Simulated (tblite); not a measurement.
# Frequency calculation of C5H10F2OSi

System: C5H10F2OSi.
Method: GFN2-xTB harmonic vibrations, gas phase (tblite 0.8.0).

It belongs to a series of runs on one base structure; here: H on Si replaced by OC2H5.

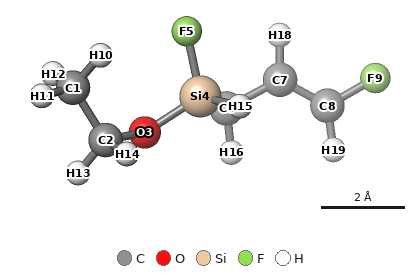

Figure 1. The structure as given in the input (ball-and-stick view, seen at a tilt; atoms are numbered from 1 in the order of the input).

## Key numbers

| quantity | value |
| --- | --- |
| outcome | converged |
| total energy | −847.6872 eV |
| zero-point energy | 89.3020 kcal/mol |
| hardware | 1 CPU thread, shared host |
| wall time | 0.63 s |
| peak memory | 0.18 GiB |

## Input file
```
{"job": {"kind": "ir", "xc": "GFN2-xTB", "basis": "xTB"}, "charge": 0, "multiplicity": 1}
C     -3.300083    -0.234645     0.171301
C     -2.357108    -0.097830    -1.012270
O     -1.068991     0.311773    -0.619323
Si     0.079846    -0.419212     0.230557
F     -0.427384    -0.723692     1.736768
C      1.467084     0.871274     0.327205
C      2.649495     0.319999     1.035540
C      3.803657     0.071788     0.448456
F      4.846009    -0.458824     1.121326
H     -2.939376    -1.003103     0.849288
H     -4.294426    -0.501290    -0.176285
H     -3.351631     0.706237     0.712456
H     -2.721819     0.666921    -1.704999
H     -2.283241    -1.050295    -1.547763
H      0.462847    -1.736953    -0.248348
H      1.752879     1.203256    -0.669102
H      1.097026     1.741371     0.872553
H      2.529419     0.090666     2.084045
H      4.045994     0.251810    -0.588537
```

The first line tells a small driver script what to run in tblite; the rest is the geometry in Å.

Run as:
```bash
OMP_NUM_THREADS=1 python <driver script> task.json out
```

## The program's output
```
mode    cm-1     km/mol
  1      10.6      0.52
  2      22.0      0.33
  3      54.6      0.49
  4      80.0      2.69
  5     101.4      0.78
  6     149.6      5.77
  7     195.6      3.07
  8     209.4      7.65
  9     243.0      1.88
 10     265.8     23.86
 11     286.0     20.74
 12     343.3      3.43
 13     441.5      8.86
 14     508.8     15.78
 15     658.9    107.96
 16     690.4     84.03
 17     707.2     71.27
 18     734.4     45.16
 19     776.4     35.88
 20     788.1     69.10
 21     831.7     87.43
 22     835.7    181.18
 23     985.5     21.08
 24     992.2     45.83
 25    1030.9     32.95
 26    1094.5     13.97
 27    1111.9    254.73
 28    1143.4     70.44
 29    1149.7     71.35
 30    1169.3    225.74
 31    1198.9     18.54
 32    1256.9      1.11
 33    1257.4     28.64
 34    1270.3     37.83
 35    1332.2      4.33
 36    1401.5     10.31
 37    1450.9      6.07
 38    1476.5      4.21
 39    1477.7      0.61
 40    1493.2      4.35
 41    1729.5     23.01
 42    2338.0    222.91
 43    2918.4     46.80
 44    2944.0     36.44
 45    2969.1     24.10
 46    3013.7     23.56
 47    3046.3     23.34
 48    3051.2     22.06
 49    3056.5     20.17
 50    3078.5     13.19
 51    3095.3     40.75
```

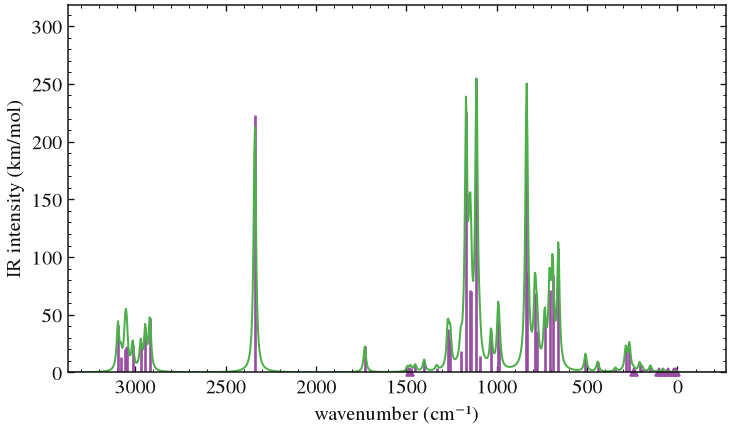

Figure 2. Harmonic infrared spectrum, unscaled: sticks (degenerate modes added up, dark ones marked on the axis) with a Lorentzian envelope of 16 cm⁻¹ full width, scaled to the tallest stick. 51 modes from 11 to 3095 cm⁻¹, none imaginary. The strongest line is at 1112 cm⁻¹ (255 km/mol).
